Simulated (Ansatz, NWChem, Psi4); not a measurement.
# Predicting a hybrid from its neighbours: C2H2F4 (norflurane)

C2H2F4 has 8 atoms, charge 0, and is taken as a singlet. As SMILES, `FCC(F)(F)F`. The shape is that of a PBE0-D4/def2-TZVP optimisation.

The vertical energy of the triplet above the singlet y, in eV, basis cc-pVDZ; a is the functional's share of exact exchange. Programs: Ansatz 0.2.0, NWChem 7.3.0, Psi4 1.11.

| functional | program | a | y (eV) |
| --- | --- | --- | --- |
| TPSS | NWChem | 0 | 8.97 |
| r2SCAN | Ansatz | 0 | 9.19 |
| TPSSh | Psi4 | 0.1 | ? |
| B3LYP | Ansatz | 0.2 | 9.44 |
| r2SCAN0 | Ansatz | 0.25 | 9.72 |
| PBE0 | Ansatz | 0.25 | 9.51 |
| BHLYP | Ansatz | 0.5 | 10.21 |

Fit y = c + s·a to the known rows and predict TPSSh.


1. Means of the 6 rows: a = 0.2000, y = 9.507.
2. Σ(Δa)² = 0.175, Σ(Δa·Δy) = 0.3925, so the slope is 0.3925/0.175 = 2.2429.
3. Intercept: 9.507 − (2.2429) × 0.2000 = 9.058. The largest residual of the fit is 0.13.
4. TPSSh: 9.058 + (2.2429) × 0.1 = 9.28 eV.

The run gave 9.26 eV, so the prediction is off by +0.02 eV, within the largest residual. The rows mix families of semi-local functionals, which the line can't see.

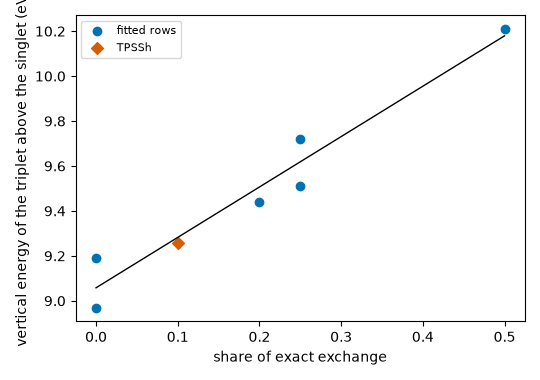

The fitted line, with the withheld row.
